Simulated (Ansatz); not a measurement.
A relaxed structure of MgSe. Method: r2SCAN (plane waves to 500 eV, PAW, scalar-relativistic; Ansatz, a quantum-chemistry and plane-wave program).

Fm-3m (No. 225), cF8, rock salt type; a = b = c = 5.4722 Å, α = β = γ = 90.00°.

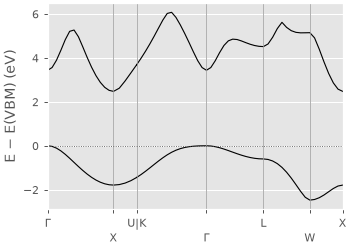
Fig. 1. Highest filled and lowest empty band along the path of this cell's Brillouin zone

Question: Read off the gap and say whether it is direct.

Answer: 2.48 eV, indirect (valence top at Γ, conduction bottom at X) (no spin-orbit coupling).

Question: How far does the top valence band disperse along this path?

Answer: About 2.5 eV.

No spin polarisation in the result.

Measured for MgSe: a 5.46 Å (room temperature; as listed in M J Lucero, T M Henderson, G E Scuseria, Journal of Physics Condensed Matter (2012)). Computed minus measured — a: r2SCAN +0.2 %. The computed values are for a static lattice.

The run could not lose the symmetry of its start.

All atoms sit on sites fixed by symmetry, so only the cell could relax.
